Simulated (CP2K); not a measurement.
# C2H3NSi (SMILES N#C[C][SiH3]): PM6

What is the energy change on altering one bond length of C2H3NSi at PM6? 

Program for the calculation: CP2K 2026.2.

3 further runs of the same task are left out: 1 that didn't finish, 2 set aside as unsound or not needed.

**1. Starting point**

The species is C2H3NSi (7 atoms), meant as a triplet with charge 0. As SMILES, `N#C[C][SiH3]`. The coordinates come from a GFN2-xTB relaxation.

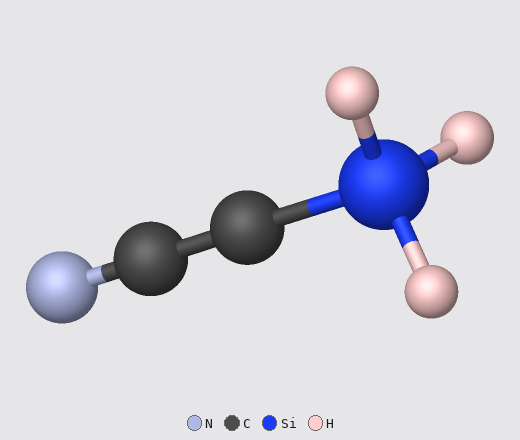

The structure, seen from a chosen angle (nitrogen light blue, carbon dark grey, silicon blue, hydrogen pink).

**2. Energy and forces at PM6**

qs.inp

```
&GLOBAL
   PROJECT qs
   RUN_TYPE ENERGY_FORCE
   PRINT_LEVEL MEDIUM
&END GLOBAL
&FORCE_EVAL
   METHOD QS
   &DFT
      MULTIPLICITY 3
      UKS T
      ! Quickstep
      &QS
         METHOD PM6
         EPS_DEFAULT 1.0E-10
         &SE
            &COULOMB
               CUTOFF [angstrom] 50
               RC_RANGE [angstrom] 0
            &END COULOMB
            &EXCHANGE
               CUTOFF [angstrom] 50
               RC_RANGE [angstrom] 0
            &END EXCHANGE
         &END SE
      &END QS
      ! no periodic images
      &POISSON
         PERIODIC NONE
         POISSON_SOLVER ANALYTIC
      &END POISSON
      ! SCF settings
      &SCF
         SCF_GUESS ATOMIC
         EPS_SCF 1.0E-07
         MAX_SCF 50
         &OT
            MINIMIZER DIIS
            PRECONDITIONER FULL_SINGLE_INVERSE
         &END OT
         &OUTER_SCF
            EPS_SCF 1.0E-07
            MAX_SCF 8
         &END OUTER_SCF
      &END SCF
      &PRINT
         &MOMENTS
            PERIODIC F
            REFERENCE COM
            MAX_MOMENT 1
         &END MOMENTS
         &MO_CUBES
            NLUMO 5
            NHOMO -1
            WRITE_CUBE F
         &END MO_CUBES
         &HIRSHFELD OFF
         &END HIRSHFELD
      &END PRINT
   &END DFT
   ! structure
   &SUBSYS
      &CELL
         ABC 19.3 19.8 19.3
         PERIODIC NONE
      &END CELL
      &COORD
         N     11.324110     8.014890    11.297965
         C     10.661870     8.781830    10.677095
         C      9.945880     9.619040    10.001895
         Si     8.925910    10.790800     9.040355
         H      9.827680    11.785110     8.454225
         H      7.975890    11.414800     9.964685
         H      8.232970    10.023330     8.002035
      &END COORD
   &END SUBSYS
   ! extra output
   &PRINT
      &FORCES ON
      &END FORCES
   &END PRINT
&END FORCE_EVAL
```

The run is started by

```
$ OMP_NUM_THREADS=1 cp2k.psmp qs.inp > qs.out
```

Output:

```text
CP2K| version string:                                       CP2K version 2026.2
[...]
 GLOBAL| Method name                                                        CP2K
[...]
 GLOBAL| Run type                                                   ENERGY_FORCE
[...]
                             - Atoms:                                          7
[...]
                             - Spherical basis functions:                     24
[...]
 Number of electrons:                                                         11
[...]
     1 OT DIIS     0.80E-01    0.0     0.15467519       -15.4748371545 -1.55E+01
[...]
     4 OT DIIS     0.80E-01    0.0     0.00000009       -19.6674655222 -8.71E-12
  *** SCF run converged in     4 steps ***
  Core-core repulsion energy [eV]:                            901.01064398505594
  Core Hamiltonian energy [eV]:                              -828.60754279641105
  Two-electron integral energy [eV]:                        -1215.16410999742106
  Electronic energy [eV]:                                   -1436.18959779512147
  Total energy [eV]:                                         -535.17895381006554
  Atomic reference energy [eV]:                               538.72317578981711
  Heat of formation [kcal/mol]:                                81.73170696651647
[...]
 SE_DIPOLE| Moment [Debye]          1.95452754      -2.25558866       1.83587333
 SE_DIPOLE| Derivative [a.u.]       0.00000000       0.00000000       0.00000000
 *** WARNING in qs_scf_post_se.F:140 :: Printing of MO cube files not ***
 *** implemented for Semi-Empirical method.                           ***
 ENERGY| Total FORCE_EVAL ( QS ) energy [hartree]            -19.667465522198629
 FORCES| Atomic forces [hartree/bohr]
 FORCES|   Atom     x               y               z               |f|
 FORCES|      1  1.12237386E-02 -1.32591445E-02  1.06571161E-02   2.03801704E-02
 FORCES|      2  1.59059658E-02 -1.80340772E-02  1.47972593E-02   2.82344926E-02
 FORCES|      3 -2.87952660E-02  3.30525041E-02 -2.69790590E-02   5.14733426E-02
 FORCES|      4  4.21504815E-03 -4.86024573E-03  3.97557349E-03   7.56265853E-03
 FORCES|      5  2.69450898E-03  3.24260640E-03 -1.96116374E-03   4.64984280E-03
 FORCES|      6 -3.03235550E-03  2.00554483E-03  2.71986428E-03   4.54038012E-03
 FORCES|      7 -2.21164006E-03 -2.14718779E-03 -3.20959049E-03   4.45008295E-03
 FORCES| Sum    -4.92661467E-16 -4.30211422E-16  4.16333634E-17
 FORCES| Total atomic force                                       6.55385784E-16
[...]
```

Run time: 3 s. Hardware: 1 thread of Arm Neoverse N1, shared host; peak memory 0.14 GiB.

**3. The distorted shape, same level**

qs.inp

```
&GLOBAL
    PROJECT qs
    RUN_TYPE ENERGY_FORCE
    PRINT_LEVEL MEDIUM
&END

&FORCE_EVAL
    METHOD QS
    &DFT
        MULTIPLICITY 3
        UNRESTRICTED_KOHN_SHAM T
        &QS
            METHOD PM6
            EPS_DEFAULT 1.0E-10
            &SE
                &COULOMB
                    CUTOFF [angstrom] 50
                    RC_RANGE [angstrom] 0
                &END
                &EXCHANGE
                    CUTOFF [angstrom] 50
                    RC_RANGE [angstrom] 0
                &END
            &END
        &END
        &POISSON
            PERIODIC NONE
            POISSON_SOLVER ANALYTIC
        &END
        &SCF
            SCF_GUESS ATOMIC
            EPS_SCF 1.0E-07
            MAX_SCF 50
            &OT
                MINIMIZER DIIS
                PRECONDITIONER FULL_SINGLE_INVERSE
            &END
            &OUTER_SCF
                EPS_SCF 1.0E-07
                MAX_SCF 8
            &END
        &END
        &PRINT
            &MOMENTS
                PERIODIC F
                REFERENCE COM
                MAX_MOMENT 1
            &END
            &MO_CUBES
                NLUMO 5
                NHOMO -1
                WRITE_CUBE F
            &END
            &HIRSHFELD OFF
            &END
        &END
    &END
    &SUBSYS
        &CELL
            ABC 19.4 19.8 19.3
            PERIODIC NONE
        &END
        &COORD
            N     11.421602     8.014890    11.297965
            C     10.759362     8.781830    10.677095
            C     10.043372     9.619040    10.001895
            Si     9.023402    10.790800     9.040355
            H      9.925172    11.785110     8.454225
            H      7.978398    11.477188    10.057100
            H      8.330462    10.023330     8.002035
        &END
    &END
    &PRINT
        &FORCES ON
        &END
    &END
&END
```

The run is started by

```
$ OMP_NUM_THREADS=1 cp2k.psmp -i qs.inp > qs.out 2>&1
```

Output:

```text
CP2K| version string:                                       CP2K version 2026.2
[...]
 GLOBAL| Method name                                                        CP2K
[...]
 GLOBAL| Run type                                                   ENERGY_FORCE
[...]
                             - Atoms:                                          7
[...]
                             - Spherical basis functions:                     24
[...]
 Number of electrons:                                                         11
[...]
     1 OT DIIS     0.80E-01    0.0     0.15396900       -15.5081005648 -1.55E+01
[...]
    43 OT DIIS     0.80E-01    0.0     0.00000009       -19.6627553382 -1.03E-12
  *** SCF run converged in    43 steps ***
  Core-core repulsion energy [eV]:                            897.44361257183107
  Core Hamiltonian energy [eV]:                              -827.82508440487231
  Two-electron integral energy [eV]:                        -1209.33862270417762
  Electronic energy [eV]:                                   -1432.49439575696124
  Total energy [eV]:                                         -535.05078318513017
  Atomic reference energy [eV]:                               538.72317578981711
  Heat of formation [kcal/mol]:                                84.68739202766183
[...]
 SE_DIPOLE| Moment [Debye]          1.98304453      -2.27950014       1.82839259
 SE_DIPOLE| Derivative [a.u.]       0.00000000       0.00000000       0.00000000
 *** WARNING in qs_scf_post_se.F:140 :: Printing of MO cube files not ***
 *** implemented for Semi-Empirical method.                           ***
 ENERGY| Total FORCE_EVAL ( QS ) energy [hartree]            -19.662755338193524
 FORCES| Atomic forces [hartree/bohr]
 FORCES|   Atom     x               y               z               |f|
 FORCES|      1  1.11912569E-02 -1.32177816E-02  1.06134949E-02   2.03125640E-02
 FORCES|      2  1.58331576E-02 -1.79548726E-02  1.47484825E-02   2.81173268E-02
 FORCES|      3 -2.92087933E-02  3.33227125E-02 -2.65715922E-02   5.16682328E-02
 FORCES|      4 -2.15149508E-02  1.21161763E-02  2.86884798E-02   3.78513369E-02
 FORCES|      5  2.47236047E-03  3.50772581E-03 -1.59909733E-03   4.57971822E-03
 FORCES|      6  2.38107483E-02 -1.57252494E-02 -2.29873380E-02   3.66422285E-02
 FORCES|      7 -2.58377919E-03 -2.04871101E-03 -2.89242965E-03   4.38626047E-03
 FORCES| Sum    -2.56739074E-16 -1.42247325E-16 -4.16333634E-16
 FORCES| Total atomic force                                       5.09394689E-16
[...]
```

Wall time 2.4 s (1 thread of Arm Neoverse N1, shared host); peak memory 0.14 GiB.

**4. What came out**

Level: PM6.

```
                                                          quantity          value
                                         first shape: total energy   -19.66747 Eh
                                        first shape: dipole moment         3.50 D
            first shape: heat of formation at this unrelaxed shape  81.7 kcal/mol
                             first shape: largest force on an atom     2.647 eV/Å
                                     distorted shape: total energy   -19.66276 Eh
                                    distorted shape: dipole moment         3.53 D
        distorted shape: heat of formation at this unrelaxed shape  84.7 kcal/mol
                         distorted shape: largest force on an atom     2.657 eV/Å
energy change with the Si4–H6 bond stretched from 1.465 to 1.611 Å       0.128 eV
```

**Reading.** With the Si4–H6 bond stretched from 1.465 to 1.611 Å the energy rises by 0.13 eV (3.0 kcal/mol). The first shape isn't relaxed at this level, so the change isn't measured from a minimum. The largest force (first shape) is 2.65 eV/Å: the shape isn't a stationary point for this species at this level.
